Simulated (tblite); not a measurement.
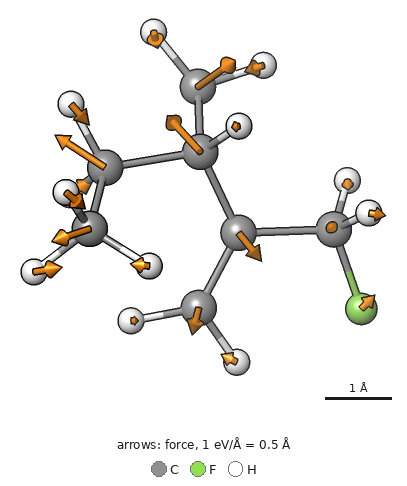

Starting geometry of C7H12F (multiplicity 2) with the computed forces as orange arrows. A ball-and-stick model, seen at a tilt.

These are results of GFN2-xTB geometry optimisation, gas phase (tblite), not measurements. 

### What follows when this structure is relaxed?

It isn't relaxed: the largest force vector, on a C atom, is 2.42 eV/Å. The final displacements have little in common with the starting forces (cosine between the two patterns 0.17). Over 168 geometry steps the energy falls by 19.5 kcal/mol. An H atom moves most after the best rigid fit: 1.47 Å. By element the largest moves are H 1.47 Å, C 0.70 Å, F 0.45 Å. Among the contacts that change: C–C 1.541 → 1.477 Å, C–C 1.474 → 1.527 Å, C–H 1.127 → 1.092 Å, C–H 1.097 → 1.073 Å. Bond angles that change, for instance: C–C–C 104.0° → 112.9°, C–C–H 112.2° → 120.6°, C–C–H 112.2° → 119.7°. Groups turn about C–C by about 45°, C–C by about 35°.
